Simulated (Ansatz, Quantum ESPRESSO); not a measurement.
# 1T-PtTe2, 1 layer: the energy at a withheld member of a series

How the rows were computed: Quantum ESPRESSO 7.5, PBE, GBRV ultrasoft. Cell and atoms are first relaxed; each strained cell is then held and the atoms relax in it. A periodic run with 15 Å of vacuum in the starting cell gives the vacuum levels, and bands follow along a path. The series steps biaxial strain. Energies count from the lowest.

```tsv
biaxial strain	energy (eV)
-4 %	0.1208
-3 %	0.0677
-2 %	0.0301
-1 %	0.0077
0 %	0.0000
1 %	0.0066
2 %	0.0269
3 %	0.0602
```

To predict: What is the energy at 4 %?

**Worked estimate.** The rows at 2 % and 3 % give a slope of (0.0602 − (0.0269))/(3 − (2)) = 0.0333, so a straight line gives 0.0935 eV. A parabola through these and the row at 1 % gives 0.1065 eV.

**Check.** 0.1059 eV. The line misses by −0.0124 and the parabola by +0.0006 eV. The parabola does better.

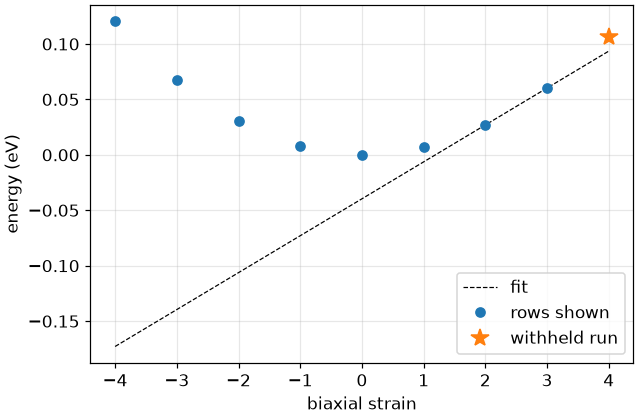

The rows shown, the fit and the withheld run.

**Limits.** Semilocal gaps are too small; the 1×1 cell can't ripple over many cells under compression as a free sheet would. No spin-orbit coupling.

[Logs are printed without paths, hosts, clocks, repeated set-up lines and the standing remarks that a program may print on its own settings, such as how far it seeks lower states.]
